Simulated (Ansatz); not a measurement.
Cl3H2OTa···NH3

The calculation's input:

```
crystal:
  periodic: [false, false, false]
  atoms:
    - { symbol: Ta, position_ang: [-0.731531, -0.660999, 0.200439] }
    - { symbol: "N", position_ang: [2.35075, 0.66926, 0.315346] }
    - { symbol: H, position_ang: [2.894128, 0.889011, 1.151357] }
    - { symbol: H, position_ang: [2.927632, 0.887046, -0.498934] }
    - { symbol: Cl, position_ang: [-0.561367, -1.152856, 2.474967] }
    - { symbol: Cl, position_ang: [-0.341484, -1.118871, -2.055718] }
    - { symbol: O, position_ang: [-0.192234, 1.072454, 0.239113] }
    - { symbol: H, position_ang: [0.897049, 1.119212, 0.269305] }
    - { symbol: Cl, position_ang: [-2.981152, -1.241077, 0.085487] }
    - { symbol: H, position_ang: [0.785711, -1.60881, 0.266046] }
    - { symbol: H, position_ang: [2.180197, -0.360573, 0.311291] }
basis:
  gaussian: { orbitals: def2-SVP }
hamiltonian:
  xc: pbe0
  dispersion: d4
relax:
  f_tol: 0.03
  max_steps: 50
output:
  orbitals: {}
```

Command:

```sh
ansatz run input.yaml --threads 4 --pin off --max-ram 5120MiB --backend cpu --events-out ev --progress --plain --runs-dir out
```

The fields are those of the run's last geometry, not of the input's.

Core potentials replace the inner electrons of Ta.

Method: RKS PBE0-D4/def2-SVP (Ansatz).

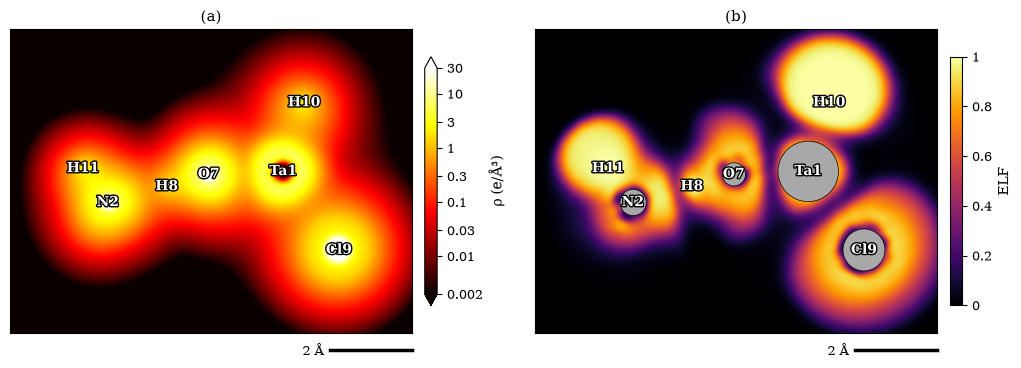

Figure 1. (a) electron density; (b) ELF on the plane of atoms O7, Ta1 and Cl9. Grey discs cover the atomic cores in the ELF map.

What does the map show?

Answer. Atoms in the plane: Ta, N, O, H and Cl.
N2···H8 (1.48 Å): the density falls to about 0.63 e/Å³ on the way; the ELF peaks at about 0.95 between the atoms (by its geometry a hydrogen bond between the two molecules, with no shared pair).
Ta–O (1.80 Å): the density is about 1.3 e/Å³ at the midpoint; the ELF peaks at about 0.80 in the valence shell of O, 0.5 Å from its nucleus, and drops to about 0.30 between the two atoms.
Ta–Cl (2.34 Å): the density is about 0.62 e/Å³ at the midpoint; the ELF peaks at about 0.85 in the valence shell of Cl, 0.8 Å from its nucleus, and is about 0.40 at the midpoint.
N–H (1.02 Å): the density is about 2.8 e/Å³ at the midpoint; the ELF climbs to about 1 towards the hydrogen, as it does in any bond to H; a covalent bond by its length.
O–H (1.06 Å): ρ is about 3.1 e/Å³ halfway; the ELF climbs to about 1 towards the hydrogen; a covalent bond by its length.

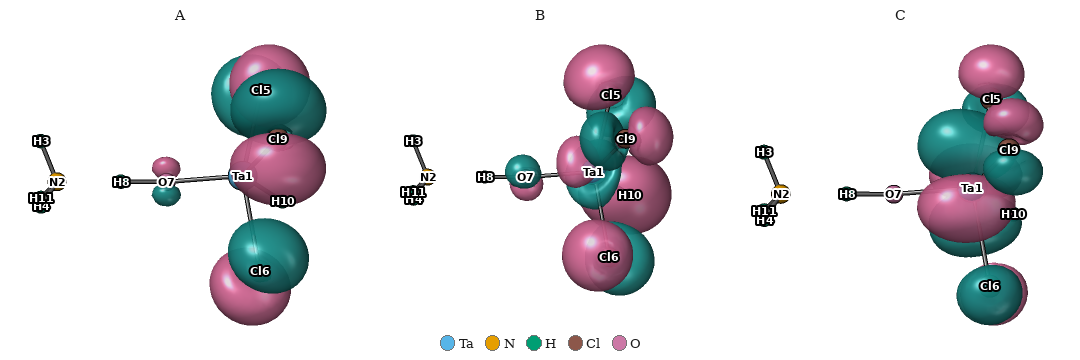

Figure 2. Three frontier orbitals at ±0.1 Å⁻³ᐟ² (teal and pink are the two phases), in no order.

Order the three orbitals by energy and name them.

Answer. A is the HOMO−1 (−8.21 eV). It lies mainly on Cl9 (about 45 %), Cl5 (about 25 %) and Cl6 (about 25 %); largely a combination of lone pairs on Cl9, Cl5 and Cl6. B is the HOMO (−7.63 eV). Its weight (Hirshfeld) is mainly on Cl6 (about 20 %), Cl5 (about 20 %), H10 (about 20 %), Ta1 (about 20 %) and Cl9 (about 10 %). C is the LUMO (−2.14 eV). It lies mainly on Ta1 (about 70 %), Cl5 (about 10 %), Cl6 (about 10 %) and Cl9 (about 10 %).

What is the HOMO–LUMO gap?

Answer. 5.49 eV between the orbital energies.

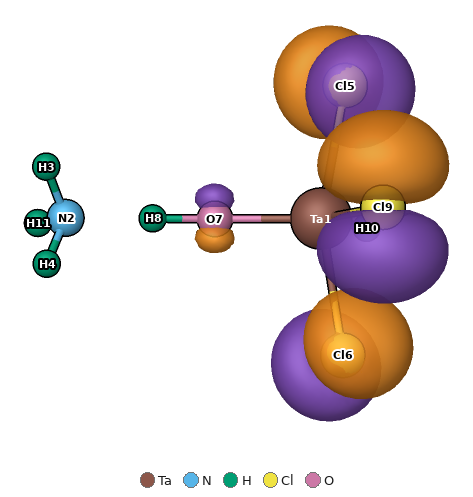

Figure 3. The HOMO−1 at ±0.1 Å⁻³ᐟ² (orange and purple are the two phases), seen across its widest extent.

What is the character of this orbital?

Answer. It lies mainly on Cl9 (about 45 %), Cl5 (about 25 %) and Cl6 (about 25 %); largely a combination of lone pairs on Cl9, Cl5 and Cl6. Its energy is −8.21 eV.
